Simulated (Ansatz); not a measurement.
# What MoS3 (built on the sites of a database entry of WO3) distorts into, part 2 of 3

Which phase does MoS3 (built on the sites of a database entry of WO3) fall into along its unstable mode, and how much energy does it gain?

Ansatz 0.2.0; DFT PBEsol, scalar-relativistic, plane waves, PseudoDojo norm-conserving pseudopotentials.

So far, highest frequency on the path or at a solved wavevector (cm⁻¹): step 2 (the dispersion) 507. Also lowest frequency on the path (cm⁻¹): step 2 -218.

The structure was built from a prototype and need not be the compound's stable phase.

## (5) Energy along the mode, all amplitudes (two of the runs are shown above)

An imaginary frequency means negative curvature, so the energy should fall and then rise again as anharmonic terms take over.

Numbers from this step:

```yaml
depth_at_the_lowest_point_sampled: 1.676 meV/atom
largest_atomic_shift_at_that_point: 0.04 Å
```

The energy from the parent by largest atomic shift:

| largest atomic shift (Å) | energy from the parent (meV/atom) |
| --- | --- |
| 0.0000 | 0 |
| 0.0400 | -1.68 |
| 0.0800 | 0.13 |
| 0.1400 | 25.4 |

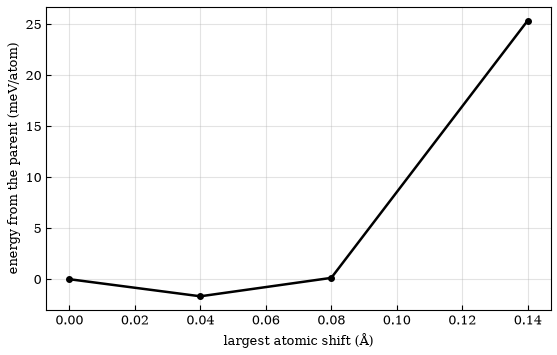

Energy from the parent against largest atomic shift.

Displacement at unit largest shift by atom:

| atom | x (Å) | y (Å) | z (Å) | size |
| --- | --- | --- | --- | --- |
| Mo1 | 0.00 | 0.00 | 0.00 | 0.00 |
| Mo2 | 0.00 | 0.00 | 0.00 | 0.00 |
| S3 | 0.00 | 0.00 | -1.00 | 1.00 |
| S4 | 0.00 | 0.00 | 1.00 | 1.00 |
| S5 | 0.00 | 1.00 | 0.00 | 1.00 |
| S6 | 0.00 | -1.00 | 0.00 | 1.00 |
| S7 | 0.00 | 0.00 | 0.00 | 0.00 |
| S8 | 0.00 | 0.00 | 0.00 | 0.00 |

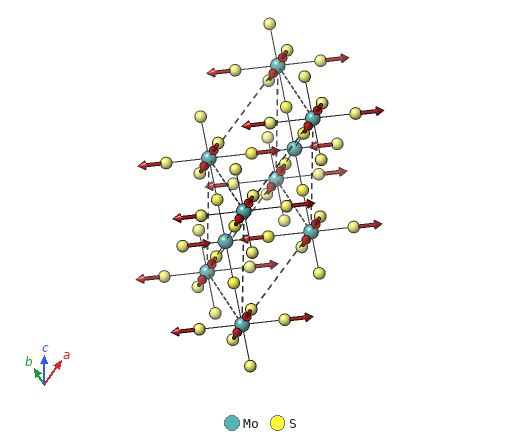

Displacement at unit largest shift as arrows, the longest 1 Å. Some periodic images of atoms are drawn too.

The lowest of the steps tried is at 0.04 Å, 1.68 meV/atom below the parent; the bottom of the well need not coincide with a step.

## (6) Relaxing from the distorted cell

Starting from the lowest point found, all atoms and the cell are let go, so that strain and other modes of the same symmetry can join in.

Input file input.yaml:

```yaml
crystal:
  lattice:
    - [4.6295550062, 4.6295550062, 0.0]
    - [4.6295550062, 0.0, 4.6295550062]
    - [4.6295550062, 0.0, -4.6295550062]
  atoms:
    - { symbol: Mo, position: [0.0, 0.0, 1.0] }
    - { symbol: Mo, position: [0.0, 0.5, 0.5] }
    - { symbol: S, position: [0.0, 0.2456799304, 0.7543200696] }
    - { symbol: S, position: [0.0, 0.7543200696, 0.2456799304] }
    - { symbol: S, position: [0.5086401393, 0.7456799304, 0.7456799304] }
    - { symbol: S, position: [0.4913598607, 0.2543200696, 0.2543200696] }
    - { symbol: S, position: [0.0, 0.25, 0.25] }
    - { symbol: S, position: [0.0, 0.75, 0.75] }
kpoints:
  mp_grid: { grid: [8, 8, 8] }
hamiltonian:
  xc: pbesol
  pseudopotentials: { kind: nc, accuracy: standard }
scf:
  occupations: { method: methfessel_paxton, width: 0.15 }
output:
  forces: true
  stress: true
  eigenvalues: true
relax:
  adjacent_minimum: "off"
  f_tol: 0.002
  max_steps: 120
  cell: { stress_tol: 0.03 }
```

Started as:

```bash
$ ansatz run input.yaml --threads 4 --pin off --max-ram 7168MiB --backend cpu --events-out ev --progress --plain --runs-dir out
```

Numbers of over 12 decimals in the logs are rounded to 6 here.

The log of the run:

```text
[...]
Crystal: 8 atoms, lattice volume = 198.448 Å³
Basis set: ecut = 1088.45545 eV, 16361 PW (Γ), exchange–correlation on 144×144×144 points (8 copies of the dense FFT grid, shifted against one another)
Bands: 40, of which v1, the nominal top of the filled ones, is band 32 counted from 1 (31 counted from 0)
Symmetry: 16 space group operations
[...]
k-points: 59 of 512
[...]
SCF iter   1: F=—  HF=-5625.842834 eV  |F-HF|=—  |Δ(HF+E_count)|=         —  Δρ=6.68e-2  dr2=1.36e1  ethr=3.10e-3  ⟨swp⟩=8.4  Hψ=12195  notcnv=0
[...]
SCF iter   8: F=-5623.448269 eV  HF=-5623.448269 eV  |F-HF|=1.18e-8  |Δ(HF+E_count)|=   4.62e-7  S|Δr|=    0.00e0  Δρ=2.34e-6  dr2=1.40e-8  ethr=1.56e-10  ⟨swp⟩=11.9  Hψ=15326  notcnv=0
SCF 1 converged in 8 iterations: F = -5623.448269 eV  dr2 = 1.40e-8
relax step   1: F+E_penalty+E_count = -5623.44826930 eV  Δ(F+E_penalty+E_count) = +0.000e0 eV  max|allowed force component| = 7.522e-2 eV/Å  Δτ_max = 0.0000 Å  P = +0.366 GPa  Ω = 198.448 Å³  (8 SCF iters, dr2 threshold 1.00e-7 eV, accepted)
Crystal: 8 atoms, lattice volume = 199.393 Å³
[...]
SCF iter   5: F=-5623.450331 eV  HF=-5623.450331 eV  |F-HF|=1.31e-7  |Δ(HF+E_count)|=   7.65e-7  S|Δr|=    0.00e0  Δρ=8.01e-6  dr2=1.60e-7  ethr=7.46e-10  ⟨swp⟩=6.7  Hψ=13726  notcnv=0
SCF 2 converged in 5 iterations: F = -5623.450331 eV  dr2 = 1.60e-7
relax step   2: F+E_penalty+E_count = -5623.45033076 eV  Δ(F+E_penalty+E_count) = -2.061e-3 eV  max|allowed force component| = 7.634e-2 eV/Å  Δτ_max = 0.0035 Å  P = -0.047 GPa  Ω = 199.393 Å³  energy of the carried Pulay correction = -4.859e-5 eV  (5 SCF iters, dr2 threshold 4.78e-7 eV, accepted)
Crystal: 8 atoms, lattice volume = 199.689 Å³
[...]
SCF iter   5: F=-5623.451547 eV  HF=-5623.451547 eV  |F-HF|=2.32e-8  |Δ(HF+E_count)|=   1.08e-7  S|Δr|=    0.00e0  Δρ=7.72e-6  dr2=5.06e-8  ethr=5.69e-10  ⟨swp⟩=8.6  Hψ=13228  notcnv=0
SCF 3 converged in 5 iterations: F = -5623.451547 eV  dr2 = 5.06e-8
relax step   3: F+E_penalty+E_count = -5623.45154709 eV  Δ(F+E_penalty+E_count) = -1.216e-3 eV  max|allowed force component| = 5.339e-2 eV/Å  Δτ_max = 0.0053 Å  P = -0.126 GPa  Ω = 199.689 Å³  energy of the carried Pulay correction = -6.377e-5 eV  (5 SCF iters, dr2 threshold 3.64e-7 eV, accepted)
[...]
relax step   4: F+E_penalty+E_count = -5623.45230251 eV  Δ(F+E_penalty+E_count) = -7.554e-4 eV  max|allowed force component| = 1.074e-2 eV/Å  Δτ_max = 0.0087 Å  P = -0.041 GPa  Ω = 199.746 Å³  energy of the carried Pulay correction = -6.669e-5 eV  (6 SCF iters, dr2 threshold 1.78e-7 eV, accepted)
[...]
relax step   5: F+E_penalty+E_count = -5623.45236167 eV  Δ(F+E_penalty+E_count) = -5.916e-5 eV  max|allowed force component| = 1.698e-3 eV/Å  Δτ_max = 0.0018 Å  P = -0.007 GPa  Ω = 199.621 Å³  energy of the carried Pulay correction = -6.027e-5 eV  (7 SCF iters, dr2 threshold 7.20e-9 eV, accepted)
[...]
SCF iter   6: F=-5623.452426 eV  HF=-5623.452426 eV  |F-HF|=2.00e-11  |Δ(HF+E_count)|=  9.19e-11  S|Δr|=    0.00e0  Δρ=4.17e-8  dr2=6.17e-12  ethr=1.00e-12  ⟨swp⟩=9.5  Hψ=14950  notcnv=0
SCF 6 converged in 6 iterations: F = -5623.452426 eV  dr2 = 6.17e-12
relax step   6: F+E_penalty+E_count = -5623.45242647 eV  Δ(F+E_penalty+E_count) = -6.480e-5 eV  max|allowed force component| = 1.683e-3 eV/Å  Δτ_max = 0.0000 Å  P = -0.006 GPa  Ω = 199.621 Å³  stress off target by 1.09e-2 GPa  SCF on the basis re-selected at this cell (its energy is not comparable with the rows above)  (6 SCF iters)
basis re-selected at this cell: Δ(F+E_penalty+E_count) = -6.480e-5 eV, ΔP = +0.001 GPa vs the last step (what re-selecting the basis moved, of the pressure what is left beyond the Pulay correction that the steps carried, after the strain that the cell walked since its last selection, with what the two solves' SCF thresholds leave and, on support functions, any second-order correction that the steps lacked; it is no m [...]
SCF converged after 6 iterations
[...]
Free energy (F): -5623.452426 eV
[...]
Internal energy: -5623.471629 eV  (E = F + TS)
E sigma→0 (E₀):  -5623.457227 eV
Entropy (-TS):   0.019203 eV (2.400 meV/atom)
Fermi energy:    5.305487 eV
[...]
--- Forces (eV/Å), atoms counted from 1 ---
  atom   1  Mo    -0.00000000     0.00000000     0.00000000
  atom   2  Mo    -0.00000000     0.00000000     0.00000000
  atom   3  S      0.00000000     0.00000000    -0.00168272
  atom   4  S      0.00000000     0.00000000     0.00168272
  atom   5  S      0.00000000     0.00168272     0.00000000
  atom   6  S      0.00000000    -0.00168272     0.00000000
  atom   7  S      0.00000000     0.00000000     0.00000000
  atom   8  S      0.00000000     0.00000000     0.00000000
  max |Σ_I F_I| component: 2.02e-28 eV/Å
--- Stress (GPa, compression-positive) ---
        0.003871       0.000000       0.000000
        0.000000      -0.010891       0.000000
        0.000000       0.000000      -0.010891
  P = ⅓ Tr σ = -0.0060 GPa (-0.060 kbar)
--- Band table (eV; the first three rows and the last of 59) ---
  k-point 0: bands = [... 28 lower, 4.1983, 4.8939, 4.8939, 4.8991, 5.7516, 5.7516, 5.7720, 5.8642, ... 4 higher]
  k-point 1: bands = [... 28 lower, 4.4483, 4.6747, 4.6832, 4.9166, 5.6314, 5.6472, 5.6896, 6.3378, ... 4 higher]
  k-point 2: bands = [... 28 lower, 4.3742, 4.9613, 5.0365, 5.0676, 5.3511, 5.3933, 5.5153, 6.5834, ... 4 higher]
  k-point 58: bands = [... 28 lower, 3.5395, 3.7626, 4.6641, 4.6641, 5.7533, 5.8885, 6.8100, 6.8100, ... 4 higher]
--- Relaxed structure (5 steps of the walk, 5 accepted, 1 SCFs on fresh bases) ---
  F+E_penalty+E_count = -5623.45242647 eV   max|allowed force component| = 1.683e-3 eV/Å   (the final SCF, on the basis selected at the relaxed cell)
  cell:  # Å, volume = 199.6205 Å³
    - [4.631539, 4.642211, 0]
    - [4.631539, 0, 4.642211]
    - [4.631539, 0, -4.642211]
  atoms:
    - { symbol: Mo, position: [0, 0.0, 1.000000] }
    - { symbol: Mo, position: [0, 0.500000, 0.500000] }
    - { symbol: S, position: [0, 0.243987, 0.756013] }
    - { symbol: S, position: [0, 0.756013, 0.243987] }
    - { symbol: S, position: [0.512026, 0.743987, 0.743987] }
    - { symbol: S, position: [0.487974, 0.256013, 0.256013] }
    - { symbol: S, position: [0, 0.250000, 0.250000] }
    - { symbol: S, position: [0, 0.750000, 0.750000] }
```

Elapsed: 2.6 min, on 4 threads of Arm Neoverse V2, shared host; peak memory 1.9 GiB.

Step by step:

| step | energy less that of the first step (eV) | largest force component (eV/Å) | pressure (GPa) | volume (Å³) |
| --- | --- | --- | --- | --- |
| 1 | 0.0000 | 0.0752 | 0.37 | 198.45 |
| 2 | -0.0021 | 0.0763 | -0.05 | 199.39 |
| 3 | -0.0033 | 0.0534 | -0.13 | 199.69 |
| 4 | -0.0040 | 0.0107 | -0.04 | 199.75 |
| 5 | -0.0041 | 0.0017 | -0.01 | 199.62 |
| 6* | -0.0042 | 0.0017 | -0.01 | 199.62 |

Relaxation steps marked * repeat the geometry before them on a plane-wave basis chosen anew for their cell, so energy and pressure can jump there.

Forces are held to the 16 operations that the run works with; a distortion that breaks them can't arise in this run.

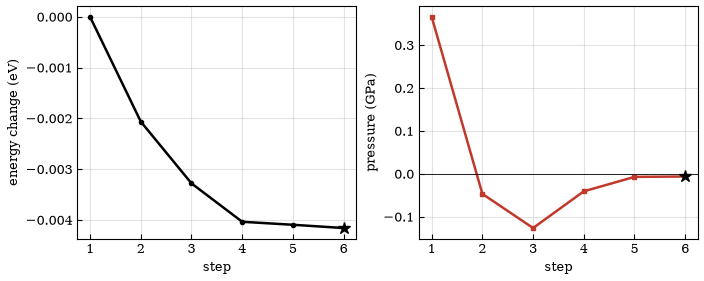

Energy and pressure along the relaxation. Stars mark steps on a basis chosen anew.

| conventional cell, symmetrised | before | after | change |
| --- | --- | --- | --- |
| a (Å) | 6.547 | 6.565 | +0.3 % |
| b (Å) | 6.547 | 6.565 | +0.3 % |
| c (Å) | 9.259 | 9.263 | +0.0 % |
| volume (Å³/atom) | 24.81 | 24.95 | +0.6 % |

The atoms that moved most (Å, as changes of fractional coordinates times the final cell):

| atom | dx | dy | dz | length |
| --- | --- | --- | --- | --- |
| S6 | 0.000 | -0.016 | 0.000 | 0.016 |
| S5 | 0.000 | 0.016 | 0.000 | 0.016 |
| S4 | 0.000 | 0.000 | 0.016 | 0.016 |
| S3 | 0.000 | 0.000 | -0.016 | 0.016 |

Numbers from this step:

```yaml
pressure: -0.005970 GPa
volume_per_atom: 24.95 Å³
gap_on_the_k_mesh: 0.1122 eV
```

The distorted start has space group I4/mcm; the relaxation ends in I4/mcm.

## (7) The new phase in its own primitive cell

The relaxed structure is symmetrised, reduced to its primitive cell and relaxed tightly, as its phonons need.

input.yaml, the sections that differ from step 6:

```yaml
crystal:
  lattice:
    - [-3.2825390839, 3.2825390839, 4.6315394287]
    - [3.2825390839, -3.2825390839, 4.6315394287]
    - [3.2825390839, 3.2825390839, -4.6315394287]
  atoms:
    - { symbol: Mo, position: [0.5, 0.0, 0.5] }
    - { symbol: Mo, position: [0.0, 0.5, 0.5] }
    - { symbol: S, position: [0.7439870185, 0.2439870185, 0.9879740371] }
    - { symbol: S, position: [0.2560129815, 0.7560129815, 0.0120259629] }
    - { symbol: S, position: [0.7560129815, 0.7439870185, 0.5] }
    - { symbol: S, position: [0.2439870185, 0.2560129815, 0.5] }
    - { symbol: S, position: [0.25, 0.75, 0.5] }
    - { symbol: S, position: [0.75, 0.25, 0.5] }
relax:
  adjacent_minimum: "off"
  f_tol: 0.001
  max_steps: 60
  cell: { stress_tol: 0.01 }
# kpoints, hamiltonian, scf, output: as in step 6
```

The log of the run:

```text
[...]
Crystal: 8 atoms, lattice volume = 199.621 Å³
Basis set: ecut = 1088.45545 eV, 16361 PW (Γ), exchange–correlation on 144×144×144 points (8 copies of the dense FFT grid, shifted against one another)
Bands: 40, of which v1, the nominal top of the filled ones, is band 32 counted from 1 (31 counted from 0)
Symmetry: 16 space group operations
[...]
k-points: 59 of 512
[...]
- [3.282406, 3.282406, -4.631618]
  atoms:
    - { symbol: Mo, position: [0.5, 0, 0.5] }
    - { symbol: Mo, position: [0, 0.5, 0.5] }
    - { symbol: S, position: [0.743981, 0.243981, 0.987962] }
    - { symbol: S, position: [0.256019, 0.756019, 0.012038] }
    - { symbol: S, position: [0.756019, 0.743981, 0.5] }
    - { symbol: S, position: [0.243981, 0.256019, 0.5] }
    - { symbol: S, position: [0.250000, 0.750000, 0.500000] }
    - { symbol: S, position: [0.750000, 0.250000, 0.500000] }
[key lines of the parts left out:]
SCF converged after 10 iterations
Free energy (F): -5623.452428 eV
Fermi energy:    5.306257 eV
P = ⅓ Tr σ = 0.0007 GPa (0.007 kbar)
```

It took 89 s on 4 threads; peak memory 1.9 GiB.

Little changed from the start: no atom moved by 0.005 Å and no cell edge by 0.1 %.

Numbers from this step:

```
pressure           : 6.98e-4 GPa
gap on the k-mesh  : 0.1123 eV
direct gap on mesh : 0.2098 eV
```

The largest force component left is 0.55 meV/Å and the pressure is 0.001 GPa, within the tolerances set. The cell now holds 24.95 Å³/atom.

(Continued in part 3 of 3.)

[Logs are printed without paths, hosts, clocks, repeated set-up lines and the standing remarks that a program may print on its own settings, such as how far it seeks lower states.]

[Hosts, paths, dates, database ids (printed as entryN), source tags and the programs' standing remarks are cut or masked in the printed files.]
